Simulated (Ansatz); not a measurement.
# AlHO: geometry relaxation

- system: AlHO
- method: RKS PBE0-D4/def2-TZVP (Ansatz 0.2.0)

Figures and captions count atoms from 1; the log counts them from 0 in places.

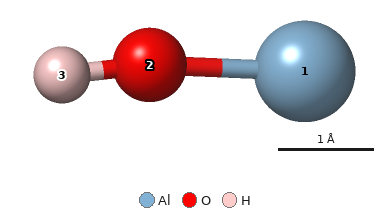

The input geometry (ball-and-stick view, seen at a tilt; atoms are numbered from 1 in the order of the input). Sticks mark near contacts. Bond lengths as drawn: Al–O 1.67 Å and H–O 0.95 Å.

**Key numbers**

- outcome: converged
- total energy: −8656.9584 eV
- mean-field energy: −8656.9301 eV
- dispersion energy: −0.0282 eV
- SCF solution under orbital rotations: stable
- largest force (length of the vector) at the end: 0.001 eV/Å
- dipole moment: 1.15 D
- hardware: 2 threads of Arm Neoverse V2, 23 GiB of memory available, shared host
- wall time: 3.2 s (CPU time 5.9 s)
- peak memory: 0.41 GiB

**Input**
```yaml
crystal:
  periodic: [false, false, false]
  atoms:
    - {symbol: Al, position_ang: [-1.583317, 0.731100, 1.406004]}
    - {symbol: O, position_ang: [-2.813121, -0.328598, 0.993629]}
    - {symbol: H, position_ang: [-3.419772, -0.979407, 0.659872]}
basis:
  gaussian: {orbitals: def2-TZVP}
hamiltonian: {xc: pbe0, dispersion: d4}
relax: {f_tol: 0.005, max_steps: 200}
```

Command:
```bash
ansatz run in.yaml --threads 2 --pin off --events-out ev --progress --plain --max-ram 4352MiB
```

**What the program printed**
```
Functional definition: PBE0
  name "PBE0"
  cite "Adamo & Barone, J. Chem. Phys. 110, 6158 (1999) doi:10.1063/1.478522"
  cite "Perdew, Burke & Ernzerhof, Phys. Rev. Lett. 77, 3865 (1996) doi:10.1103/PhysRevLett.77.3865"
  parent pbe
  parameter a = 0.25
  parameter kappa = 0.804
  parameter beta = 0.06672455060314922
  exchange = (1 - a)*pbe_x(kappa = kappa, mu = beta*pi^2/3) + a*exact_x
  correlation = pbe_c(beta = beta)
474 factors; their error is unknown
mean field evaluation 1: about -8650.7539 eV, gradient 6.1e1 eV
mean field evaluation 2: about -8607.3052 eV, gradient 1.5e2 eV
mean field evaluation 4: about -8656.8928 eV, gradient 3.0e0 eV
mean field evaluation 8: about -8656.9296 eV, gradient 1.2e-2 eV
mean field -8656.92964554 eV, -318.1362965958 hartree, gradient 2.6e-5 eV, S^2 0.000000; 0 other end points of the search recorded, 0 dependent functions left out
the calculation of the forces begins
reference -8656.92966718 eV, -318.1362973911 hartree; 11, 11 occupied and 63, 63 virtual orbitals, 474 factors
relax step   1: F+E_penalty+E_count = -8656.95787416 eV  Δ(F+E_penalty+E_count) = +0.000e0 eV  max|allowed force component| = 1.260e-2 eV/Å  Δτ_max = 0.0000 Å  (24 SCF iters, accepted)
these checks for a lower state are left out or cut short: starts, cluster_reference, orbital_swaps, neighbouring_geometries, increment
474 factors; their error is unknown
mean field evaluation 16: about -8656.9111 eV, gradient 1.4e-1 eV
mean field -8656.92965294 eV, -318.1362968679 hartree, gradient 5.5e-5 eV, S^2 0.000000; 0 other end points of the search recorded, 0 dependent functions left out
the calculation of the forces begins
reference -8656.92967458 eV, -318.1362976633 hartree; 11, 11 occupied and 63, 63 virtual orbitals, 474 factors
relax step   2: F+E_penalty+E_count = -8656.95788098 eV  Δ(F+E_penalty+E_count) = -6.815e-6 eV  max|allowed force component| = 9.286e-3 eV/Å  Δτ_max = 0.0003 Å  (17 SCF iters, accepted)
these checks for a lower state are left out or cut short: starts, cluster_reference, orbital_swaps, neighbouring_geometries, increment
474 factors; their error is unknown
mean field -8656.92968412 eV, -318.1362980136 hartree, gradient 4.3e-6 eV, S^2 0.000000; 0 other end points of the search recorded, 0 dependent functions left out
the calculation of the forces begins
reference -8656.92970577 eV, -318.1362988093 hartree; 11, 11 occupied and 63, 63 virtual orbitals, 474 factors
relax step   3: F+E_penalty+E_count = -8656.95790977 eV  Δ(F+E_penalty+E_count) = -2.879e-5 eV  max|allowed force component| = 1.689e-2 eV/Å  Δτ_max = 0.0021 Å  (30 SCF iters, accepted)
these checks for a lower state are left out or cut short: starts, cluster_reference, orbital_swaps, neighbouring_geometries, increment
474 factors; their error is unknown
mean field evaluation 32: about -8656.9297 eV, gradient 1.6e-5 eV
mean field -8656.92972549 eV, -318.1362995340 hartree, gradient 4.3e-6 eV, S^2 0.000000; 0 other end points of the search recorded, 0 dependent functions left out
the calculation of the forces begins
reference -8656.92974714 eV, -318.1363003298 hartree; 11, 11 occupied and 63, 63 virtual orbitals, 474 factors
relax step   4: F+E_penalty+E_count = -8656.95795152 eV  Δ(F+E_penalty+E_count) = -4.175e-5 eV  max|allowed force component| = 1.165e-2 eV/Å  Δτ_max = 0.0027 Å  (29 SCF iters, accepted)
these checks for a lower state are left out or cut short: starts, cluster_reference, orbital_swaps, neighbouring_geometries, increment
474 factors; their error is unknown
mean field -8656.92990471 eV, -318.1363061202 hartree, gradient 4.2e-6 eV, S^2 0.000000; 0 other end points of the search recorded, 0 dependent functions left out
the calculation of the forces begins
reference -8656.92992638 eV, -318.1363069168 hartree; 11, 11 occupied and 63, 63 virtual orbitals, 474 factors
relax step   5: F+E_penalty+E_count = -8656.95813053 eV  Δ(F+E_penalty+E_count) = -1.790e-4 eV  max|allowed force component| = 9.102e-2 eV/Å  Δτ_max = 0.0337 Å  (27 SCF iters, accepted)
these checks for a lower state are left out or cut short: starts, cluster_reference, orbital_swaps, neighbouring_geometries, increment
474 factors; their error is unknown
mean field -8656.93012011 eV, -318.1363140359 hartree, gradient 4.1e-6 eV, S^2 0.000000; 0 other end points of the search recorded, 0 dependent functions left out
the calculation of the forces begins
reference -8656.93014178 eV, -318.1363148326 hartree; 11, 11 occupied and 63, 63 virtual orbitals, 474 factors
relax step   6: F+E_penalty+E_count = -8656.95834573 eV  Δ(F+E_penalty+E_count) = -2.152e-4 eV  max|allowed force component| = 1.049e-3 eV/Å  Δτ_max = 0.0133 Å  (28 SCF iters, accepted)
474 factors; their error is unknown
mean field evaluation 64: about -8656.9301 eV, gradient 8.5e-4 eV
```

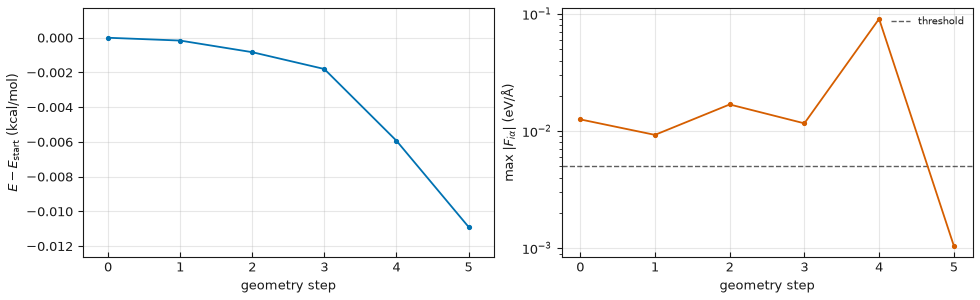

Progress of the relaxation, step by step (the first geometry is step 0 here and step 1 in the log).

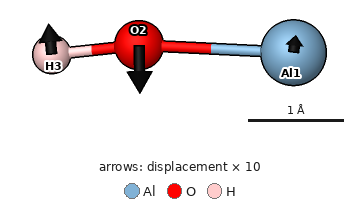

The starting structure with the displacements as black arrows, magnified 10 times (ball-and-stick view, seen at a tilt). The two geometries are laid on each other by the best rigid fit. Over 5 geometry steps the energy falls by 0.01 kcal/mol. The largest force component goes from 0.013 to 0.001 eV/Å. The atom that moves furthest after the best rigid fit is O2 (0.052 Å). By element the largest moves are O 0.052 Å, H 0.033 Å, Al 0.019 Å. Among the angles that change: Al1–O2–H3 171.3° → 178.9°. (Atoms are counted from 1 in the order of the input.)

```
mean field -8656.93012011 eV, -318.1363140359 hartree, gradient 3.0e-5 eV, S^2 0.000000; 1 other end points of the search recorded, 0 dependent functions left out
the calculation of the forces begins
reference -8656.93014178 eV, -318.1363148326 hartree; 11, 11 occupied and 63, 63 virtual orbitals, 474 factors
Total energy: -8656.95836741 eV, -318.1373521052 hartree
Atom 0 at    -1.593087     0.739578     1.419924 Å, force    -0.000117     0.000343     0.000412 eV/Å
Atom 1 at    -2.780459    -0.346695     0.957522 Å, force     0.000558    -0.000734    -0.001049 eV/Å
Atom 2 at    -3.442664    -0.969788     0.682059 Å, force    -0.000441     0.000391     0.000637 eV/Å
Dipole moment:    -0.164436    -0.157883    -0.071617 e Å
```

**Trajectory as extended XYZ (Å, eV, eV/Å), 6 frames, from step=1 to step=6**
```
3
Properties=species:S:1:pos:R:3:forces:R:3 step=1 energy=-8656.95787
Al   -1.5833    0.7311    1.4060    0.0088   0.0111   0.0065
O    -2.8131   -0.3286    0.9936   -0.0037  -0.0126  -0.0108
H    -3.4198   -0.9794    0.6599   -0.0051   0.0015   0.0043
3
Properties=species:S:1:pos:R:3:forces:R:3 step=2 energy=-8656.95788
Al   -1.5832    0.7312    1.4061    0.0042   0.0070   0.0049
O    -2.8130   -0.3287    0.9934    0.0005  -0.0089  -0.0093
H    -3.4200   -0.9794    0.6600   -0.0047   0.0019   0.0044
3
Properties=species:S:1:pos:R:3:forces:R:3 step=3 energy=-8656.95791
Al   -1.5832    0.7320    1.4069   -0.0142  -0.0092  -0.0016
O    -2.8119   -0.3296    0.9919    0.0169   0.0058  -0.0032
H    -3.4212   -0.9793    0.6607   -0.0027   0.0034   0.0049
3
Properties=species:S:1:pos:R:3:forces:R:3 step=4 energy=-8656.95795
Al   -1.5837    0.7325    1.4076   -0.0099  -0.0056  -0.0004
O    -2.8100   -0.3304    0.9901    0.0045  -0.0060  -0.0086
H    -3.4225   -0.9789    0.6618    0.0054   0.0117   0.0089
3
Properties=species:S:1:pos:R:3:forces:R:3 step=5 energy=-8656.95813
Al   -1.5897    0.7382    1.4167   -0.0012   0.0000   0.0007
O    -2.7881   -0.3415    0.9670   -0.0898  -0.0906  -0.0436
H    -3.4384   -0.9737    0.6758    0.0910   0.0906   0.0429
3
Properties=species:S:1:pos:R:3:forces:R:3 step=6 energy=-8656.95835
Al   -1.5931    0.7396    1.4199   -0.0001   0.0003   0.0004
O    -2.7805   -0.3467    0.9575    0.0006  -0.0007  -0.0010
H    -3.4427   -0.9698    0.6821   -0.0004   0.0004   0.0006
```

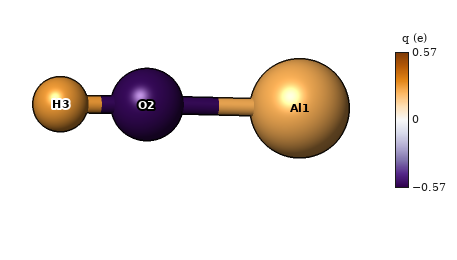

Mulliken charges, as the colour of each atom (ball-and-stick view, seen at a tilt; atoms are numbered from 1 in the order of the input). By element: Al +0.25, O −0.54 and H +0.29 e.
